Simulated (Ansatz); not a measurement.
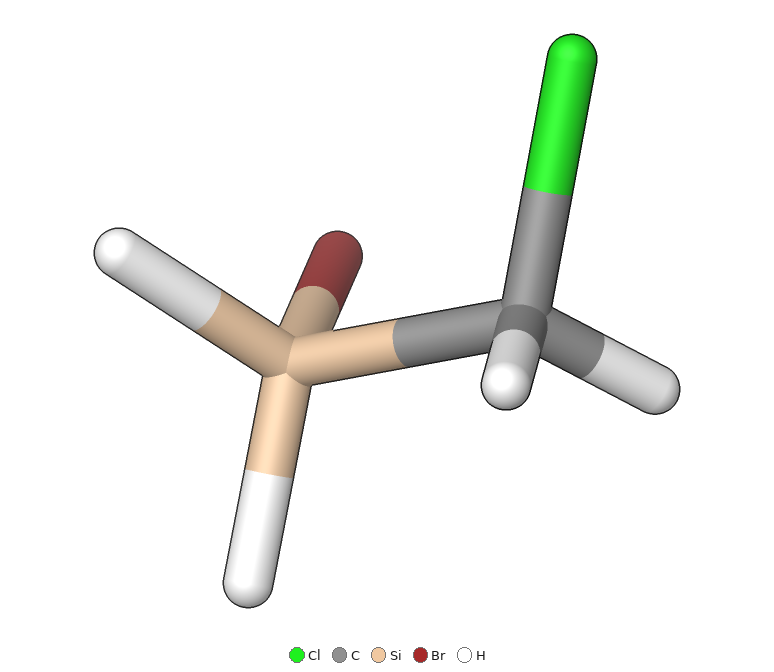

Computed geometry: PBE0-D4/def2-TZVP optimisation. No frequency run is at hand to confirm it as a minimum.

Draw it as a skeletal formula.

SMILES: ClC[SiH2]Br

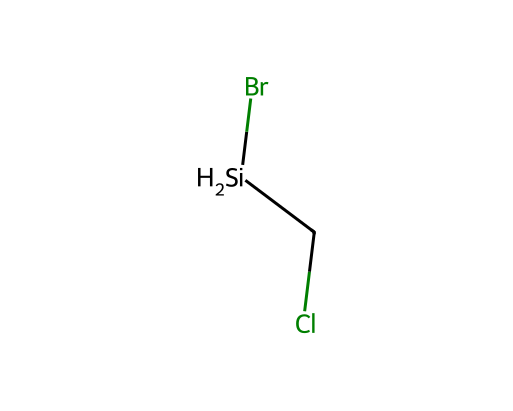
